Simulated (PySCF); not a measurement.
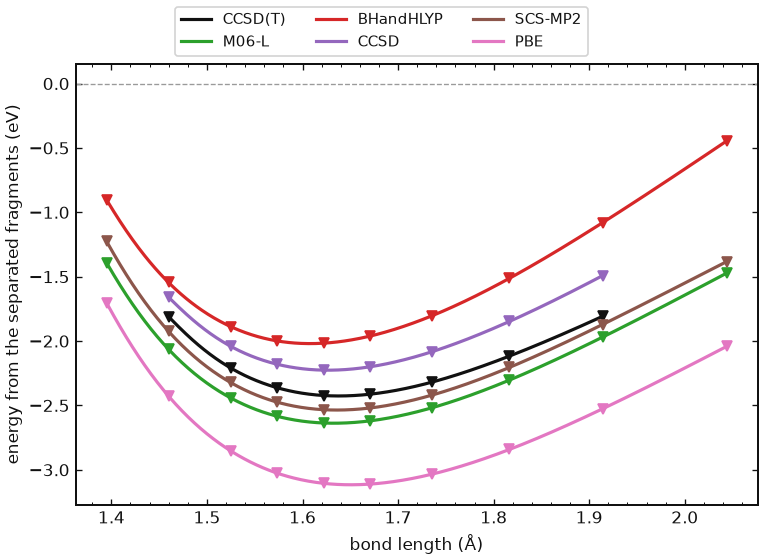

Bond curves of ClF, singlet, cc-pVTZ(-PP) (non-relativistic), PySCF: energy from the separated fragments (atoms in their ground configurations, no counterpoise). One reference determinant with the occupation held, the lowest that a PBE0 search over spins and occupations found; no spin-orbit coupling. Splines pass through the computed points, which are marked. References: UKS for PBE, BHandHLYP and M06-L; RHF for SCS-MP2, CCSD and CCSD(T). With PBE, BHandHLYP, M06-L and SCS-MP2 the solution stays closed-shell at all points drawn; such a solution can't reach the open-shell fragments at long range.

Which curve follows CCSD(T) best, and which worst?

Answer. Best SCS-MP2, worst BHandHLYP and PBE; largest departures, offsets in depth included: SCS-MP2 0.11, M06-L 0.25, CCSD 0.32, PBE 0.73, BHandHLYP 0.73 eV, over the shared points. CCSD(T) is in the same finite basis, not at its limit.

Where is the minimum of each curve?

Answer. CCSD(T): near 1.64 Å, −2.43 eV; M06-L: near 1.63 Å, −2.64 eV; BHandHLYP: near 1.61 Å, −2.02 eV; CCSD: near 1.63 Å, −2.23 eV; SCS-MP2: near 1.64 Å, −2.54 eV; PBE: near 1.65 Å, −3.12 eV (from the spline).

Give the values at the computed points that all curves share.

Answer. In eV:
| bond length (Å) | CCSD(T) | M06-L | BHandHLYP | CCSD | SCS-MP2 | PBE |
| --- | --- | --- | --- | --- | --- | --- |
| 1.46 | −1.81 | −2.06 | −1.54 | −1.66 | −1.92 | −2.43 |
| 1.52 | −2.21 | −2.44 | −1.89 | −2.04 | −2.32 | −2.85 |
| 1.57 | −2.36 | −2.58 | −2.00 | −2.18 | −2.47 | −3.03 |
| 1.62 | −2.42 | −2.64 | −2.02 | −2.23 | −2.53 | −3.10 |
| 1.67 | −2.41 | −2.62 | −1.96 | −2.20 | −2.52 | −3.11 |
| 1.74 | −2.32 | −2.52 | −1.80 | −2.08 | −2.42 | −3.03 |
| 1.82 | −2.12 | −2.30 | −1.51 | −1.85 | −2.20 | −2.84 |
| 1.91 | −1.81 | −1.97 | −1.08 | −1.49 | −1.87 | −2.53 |
